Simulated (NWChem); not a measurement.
# CHF2O (SMILES [O]C(F)F): a first try and a second

Aim: the response to a field of CHF2O at UHF/jorge-DZP.

The results are computed with NWChem 7.3.0.

1 further run of the same task is left out (set aside as unsound or not needed).

### 1 The molecule

CHF2O has 5 atoms, charge 0, and is taken as a doublet. As SMILES, `[O]C(F)F`. The coordinates come from a PBE0-D4/def2-TZVP relaxation.

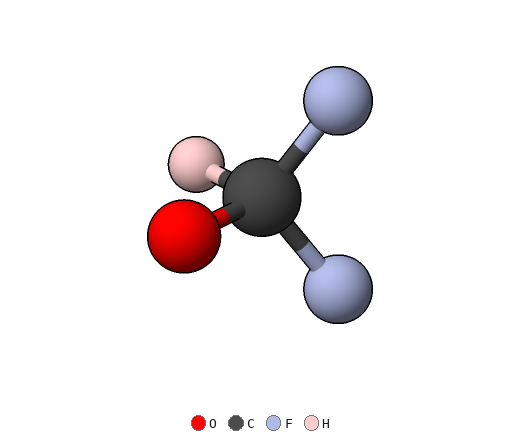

The structure, seen from a chosen angle (oxygen red, carbon dark grey, fluorine light blue, hydrogen pink).

### 2 First attempt

File chf2o.nw:

```
start chf2o
title "CHF2O"
memory total 2200 mb
geometry noautosym nocenter noautoz
  O    -0.541600   -0.387700    1.137900
  C     0.011000    0.001200    0.004100
  F     1.102700   -0.708000   -0.342800
  F    -0.825400   -0.034200   -1.051500
  H     0.303300    1.055000    0.210800
end
basis spherical bse
  O library jorge-DZP
  C library jorge-DZP
  F library jorge-DZP
  H library jorge-DZP
end
scf
  doublet
  uhf
  maxiter 3
  print low
end
property
  response 1 0.0428
end
task scf property
```

The run is started by

```sh
nwchem chf2o.nw > chf2o.out
```

Standard output:

```text
Northwest Computational Chemistry Package (NWChem) 7.3.0
             --------------------------------------------------------

           Job information
           ---------------

    nwchem branch   = 7.3.0
    use scalapack   = T
    input           = chf2o.nw
    prefix          = chf2o.
    data base       = ./chf2o.db
    status          = startup
    nproc           =        1

           Memory information
           ------------------

    heap     =     72089596 doubles =      550.0 Mbytes
    stack    =     72089601 doubles =      550.0 Mbytes
    global   =    144179200 doubles =     1100.0 Mbytes (distinct from heap & stack)
    total    =    288358397 doubles =     2200.0 Mbytes
    verify   = yes
    hardfail = no

           Directory information
           ---------------------

  0 permanent = .
  0 scratch   = .

[... 32 lines left out ...]
            Nuclear Dipole moment (a.u.)
[... 82 lines left out ...]
      Calculation failed to converge
      ------------------------------

       Final UHF  results
       ------------------

         Total SCF energy =   -312.217223247559
      One electron energy =   -682.089327030050
      Two electron energy =    244.500409480171
 Nuclear repulsion energy =    125.371694302321

                       Sz =      0.5000
                 Sz(Sz+1) =      0.7500
                      S^2 =      0.7581

        Time for solution =      1.3s

 ------------------------------------------------------------------------
 hnd_property: energy failure                 555
 ------------------------------------------------------------------------
 ------------------------------------------------------------------------
  current input line :
    26: task scf property
 ------------------------------------------------------------------------
 ------------------------------------------------------------------------
 This type of error is most commonly associated with calculations not reaching convergence criteria
 ------------------------------------------------------------------------

0:hnd_property: energy failure:Received an Error in Communication
  Errorcode: 555
```

It took 1.9 s on 1 thread of AMD EPYC 9R45 (Zen 5), shared host; peak memory 0.1 GiB.

### 3 What went wrong

The iterations ended before the threshold was met.

The telling line is `This type of error is most commonly associated with calculations not reaching convergence criteria`. The cause is that the iteration cap is too low for convergence. To mend it: iteration cap at its default in place of 3.

### 4 The mended input

File chf2o.nw:

```
start chf2o
title "CHF2O"
memory stack 880 mb heap 220 mb global 1100 mb
charge 0

geometry units angstrom noautosym nocenter noautoz
O     -0.541600    -0.387700     1.137900
C      0.011000     0.001200     0.004100
F      1.102700    -0.708000    -0.342800
F     -0.825400    -0.034200    -1.051500
H      0.303300     1.055000     0.210800
end

basis spherical bse
O library jorge-DZP
C library jorge-DZP
F library jorge-DZP
H library jorge-DZP
end

scf
doublet
uhf
end

property
response 1 0.0428
end

task scf property
```

The run is started by

```sh
nwchem chf2o.nw > chf2o.out
```

Standard output:

```text
[...]
  functions       =    65
[...]
  wavefunction    = UHF
[...]
         Total SCF energy =   -312.223225305131
      One electron energy =   -682.221168280805
      Two electron energy =    244.626248673354
 Nuclear repulsion energy =    125.371694302321
                       Sz =      0.5000
                 Sz(Sz+1) =      0.7500
                      S^2 =      0.7573
[...]
 Anisotropic =       1.7906041
[...]
```

It took 14 s on 1 thread of AMD EPYC 9R45 (Zen 5), shared host; peak memory 0.11 GiB.

### 5 Summary of results

Level: UHF/jorge-DZP.

| quantity | value |
| --- | --- |
| total energy | -312.22323 Eh |
| dipole moment | 1.66 D |
| HOMO energy (highest over α and β) | -15.15 eV |
| LUMO energy (lowest over α and β) | 1.09 eV |
| ⟨S²⟩ | 0.757 |
| mean polarisability at ω = 0.0428 Eh | 13.4 bohr³ |

**Reading.** Mulliken charges run from -0.27 on F3 to +0.60 on C2.
